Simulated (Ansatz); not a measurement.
In doubt: masses and optical values from hybrid runs of this build are listed as unsure (in some of the runs), which bears on the screening that GW takes from such a start.

CaHBr (layers cut from the bulk crystal), computed twice by G0W0.

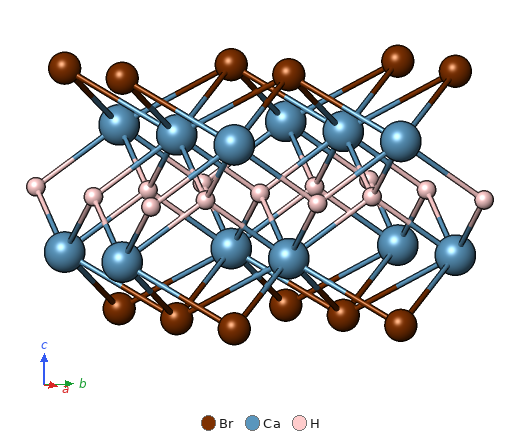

The structure (bromine brown, calcium blue, hydrogen pink). 2×2×1 cells are drawn. Some periodic images of atoms are drawn too.

The cell holds 6 atoms: 2 Br, 2 Ca and 2 H. Cell: a = 3.730 Å, b = 3.730 Å, c = 33.700 Å, α = 90.0°, β = 90.0°, γ = 90.0°. It derives from CaHBr. Vacuum lies along c.

```xyz
6
Lattice="3.7302 0.0000 0.0000 0.0000 3.7302 0.0000 0.0000 0.0000 33.7000" Properties=species:S:1:pos:R:3
Br    0.0000    1.8651   14.2278
Ca    1.8651    0.0000   15.5728
H     1.8651    1.8651   16.8500
H     0.0000    0.0000   16.8500
Ca    0.0000    1.8651   18.1272
Br    1.8651    0.0000   19.4722
```

The structure was relaxed with PBEsol-D3(BJ). The runs that relaxed it are not among those shown. PAW set soft_2, made with PBE.

The first (Ansatz 0.2.0; start HSE06, 4×4×1 mesh, 259 empty bands, screening to 39 eV; 8 threads of Arm Neoverse V2, shared host) gave, on its mesh: starting gap 5.45 eV, G0W0 gap 7.63 eV, mean of 1 + 4πα/V (set by the cell height) 1.42, 2.1 min.

The second gave: starting gap 4.08 eV, G0W0 gap 6.98 eV, mean of 1 + 4πα/V (set by the cell height) 1.52, 46 s.

What was changed in the input? Choose among start, files, mesh, bands and cutoff, frequency model or another key.

Changed: start from HSE06 to PBEsol and mesh from 4×4×1 to 6×6×1. A jump of this size in the start, with ε∞ moving the other way, marks another functional. Other changes could give like numbers; this is the one that was made.

Limits: not at the basis limit; coarse mesh for a sheet; no spin-orbit coupling.

[Paths, hosts, dates, memory and timing lines, banners, echoed tables and standing remarks are left out of the program output.]

[Logs are printed without paths, hosts, clocks, repeated set-up lines and the standing remarks that a program may print on its own settings, such as how far it seeks lower states.]

[Runs of the session that timed out or met a known fault of the program may be left out.]

[Cells called generated may have been cut or substituted from an entry of the Crystallography Open Database or the Materials Project.]

[Hosts, paths, dates, database ids (printed as entryN), source tags and the programs' standing remarks are cut or masked in the printed files.]
